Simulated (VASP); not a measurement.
Band structure of Sn (beta). Calculation: PW91 GGA, VASP's PBE PAW potentials (set 64) (plane waves; VASP).

Unless said otherwise, spin-orbit coupling is left out, though it shifts the bands of the heavy elements here.

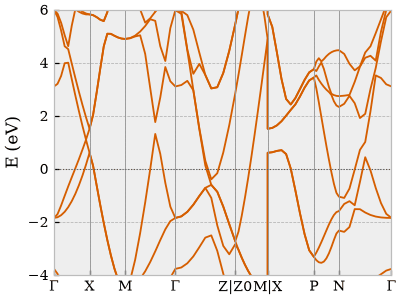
*Bands along high-symmetry lines, zero at the valence-band maximum or, without a gap, the Fermi level*

Q: Read the plot: is there a gap, and where are the band edges?

A: It has no gap at this level: it comes out as a metal or semimetal. (Edges off the drawn lines would not show.)

The compound is Sn in the beta structure. It was relaxed first, which changed the volume by +5 %.
